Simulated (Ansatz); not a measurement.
AlFHSi2 (SMILES [F][Al]1[Si]=[SiH]1) (doublet)

Input

```
crystal:
  periodic: [false, false, false]
  atoms:
    - {symbol: Al, position_ang: [-0.219996, 0.901951, 1.010021]}
    - {symbol: F, position_ang: [0.144803, 0.857050, 2.646041]}
    - {symbol: Si, position_ang: [0.536137, 0.472183, -1.196008]}
    - {symbol: Si, position_ang: [-1.529173, 1.298438, -0.947118]}
    - {symbol: H, position_ang: [1.554539, 0.010716, -2.215796]}
basis:
  gaussian:
    orbitals: def2-TZVPD
magnetization:
  spin_polarized: true
  initial_magnetization: 1
hamiltonian:
  xc: pbe0
output: {forces: true, orbitals: {seedname: orbitals}}
```

Launched as:

```sh
ansatz run input.yaml --threads 1 --pin off --max-ram 2610MiB --events-out events.jsonl --progress --plain --runs-dir runs
```

Geometry: BLYP-D3(BJ)/def2-SVP.

Level of theory: Ansatz, isolated molecule in a Gaussian basis; Kohn-Sham density functional theory, functional PBE0.

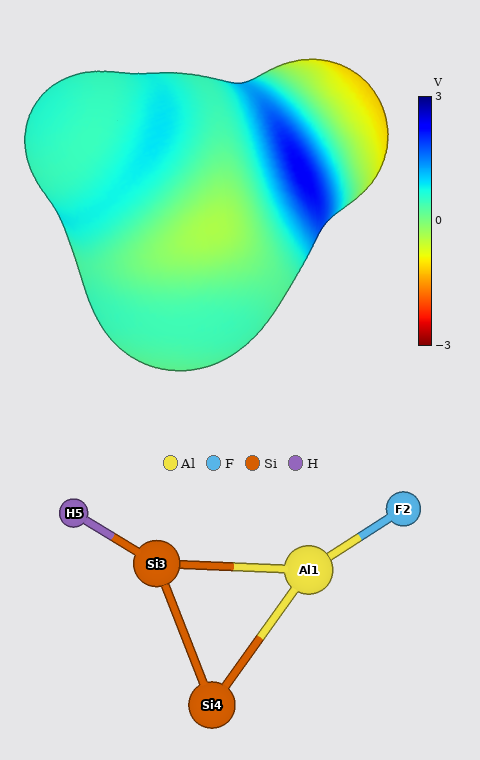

Figure 1. The molecular electrostatic potential painted on the density surface at 0.002 e/bohr³, seen at a tilt; the colour scale runs from red (negative) to blue (positive). The bare structure is drawn below in the same view.

### Describe the electrostatic potential map.

The most negative region (about −1.1 V) lies over F2, the most positive (about +2.3 V) over Al1.

### How polar is the molecule by this calculation?

Its dipole moment is 1.29 D.

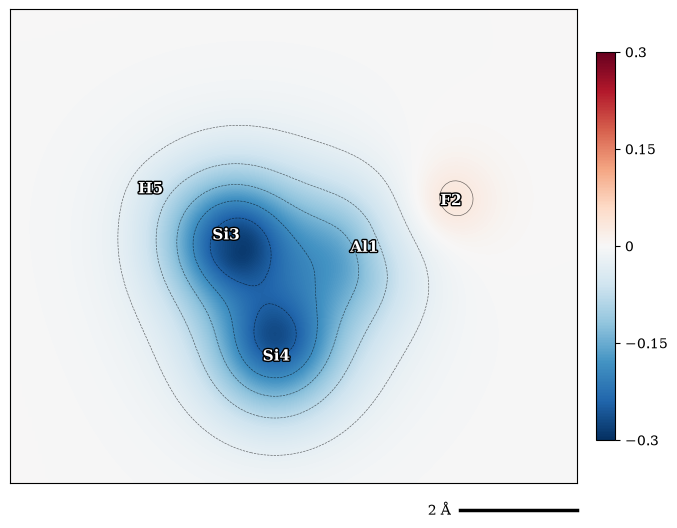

Figure 2. The HOMO−1 (α) on a plane 0.8 Å above the molecular plane (values in Å⁻³ᐟ²; the overall sign is arbitrary).

### What is the character of this orbital?

It lies mainly on Si3 (about 40 %), Si4 (about 35 %) and Al1 (about 20 %); it changes sign across the molecular plane (π type); π-bonding across Al1–Si3, Al1–Si4 and Si3–Si4. Its energy is −6.60 eV.

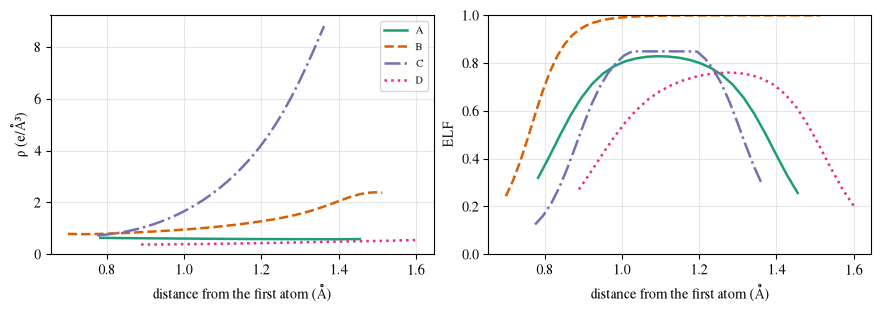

Figure 3. Electron density and electron localisation function along straight lines between neighbouring atoms. The curves leave out the atomic cores.

### Which curve belongs to which contact (Al–F, Al–Si, Si–H and Si–Si)? The first atom named is at distance zero.

Curve A: Si–Si (2.24 Å): the density is about 0.59 e/Å³ at the midpoint; the ELF peaks at about 0.85 between the atoms, as expected for a covalent bond. Curve B: Si–H (1.51 Å): ρ at the midpoint is about 0.77 e/Å³; the ELF climbs to about 1 towards the hydrogen, as it does in any bond to H. Curve C: Al–F (1.68 Å): ρ at the midpoint is about 0.84 e/Å³; the ELF peaks at about 0.85 in the valence shell of F, 0.6 Å from its nucleus, and is about 0.30 at the midpoint. Curve D: Al–Si (2.37 Å): the density is about 0.42 e/Å³ at the midpoint; the ELF peaks at about 0.75 in the valence shell of Si, 1.1 Å from its nucleus, and is about 0.75 at the midpoint.

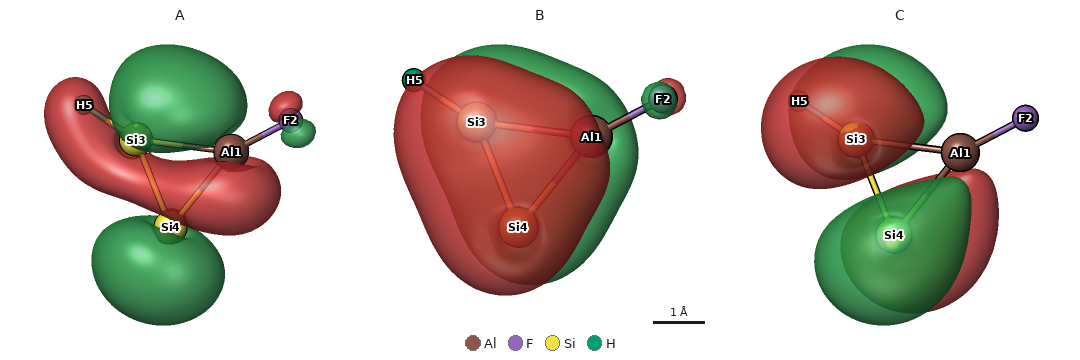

Figure 4. Three frontier orbitals at ±0.06 Å⁻³ᐟ² (green and red are the two phases), in no order.

### Which picture is the HOMO−1, the HOMO and the LUMO? All are α orbitals.

B is the HOMO−1 (α) (−6.60 eV). Its weight (Hirshfeld) is mainly on Si3 (about 40 %), Si4 (about 35 %) and Al1 (about 20 %); it changes sign across the molecular plane (π type); π-bonding across Al1–Si3, Al1–Si4 and Si3–Si4. A is the HOMO (α) (−6.08 eV). Its weight (Hirshfeld) is mainly on Si4 (about 45 %), Si3 (about 30 %) and Al1 (about 20 %); it is symmetric in the molecular plane (an in-plane orbital: σ, lone-pair or in-plane π type). C is the LUMO (α) (−2.17 eV). It lies mainly on Si4 (about 45 %) and Si3 (about 40 %); it changes sign across the molecular plane (π type); π-antibonding (a node) across Si3–Si4.

### What is the gap between the highest occupied and lowest empty α orbitals?

3.91 eV between the orbital energies.
